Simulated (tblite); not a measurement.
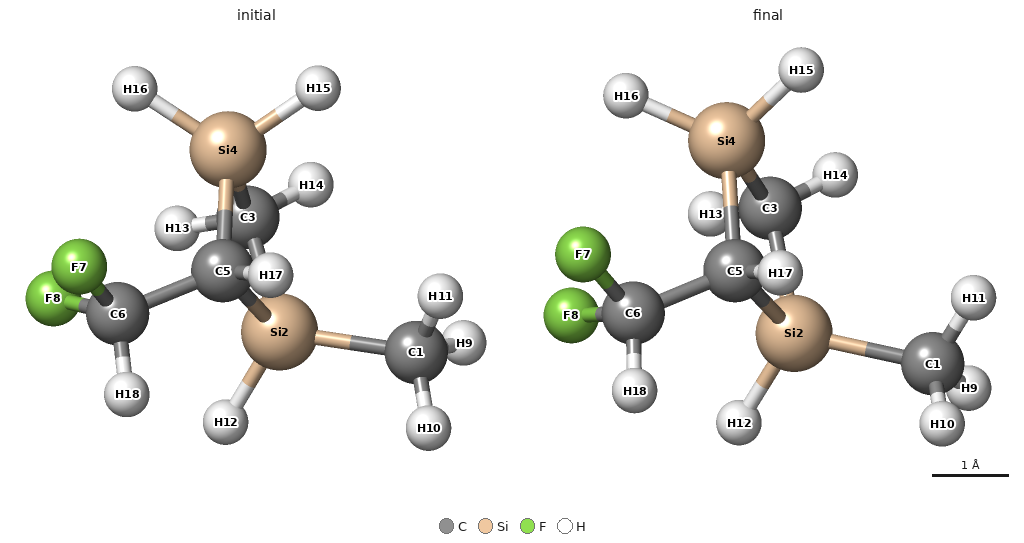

The structure of C4H10F2Si2 before (left) and after (right) a relaxation, at one scale.

A ball-and-stick model, seen at a tilt.

Computed with tblite 0.8.0, GFN2-xTB geometry optimisation, gas phase. 

Q: Summarise the run.

A: The energy falls by 59.2 kJ/mol in 96 geometry steps. H9 moves most after the best rigid fit: 0.62 Å. By element the largest moves are H 0.62 Å, F 0.25 Å, Si 0.21 Å, C 0.19 Å. Among the contacts that change: Si4–C5 1.840 → 1.933 Å, Si2–C5 1.875 → 1.932 Å, C3–Si4 1.867 → 1.921 Å, C1–Si2 1.854 → 1.896 Å. Bond angles that change, for instance: H13–C3–H14 115.3° → 106.6°, C5–C6–H18 107.1° → 114.7°, F8–C6–H18 112.7° → 106.7°. Groups turn about C1–Si2 by about 25°. Cost: 1.4 s on 1 thread of Arm Neoverse N1, on a shared host.
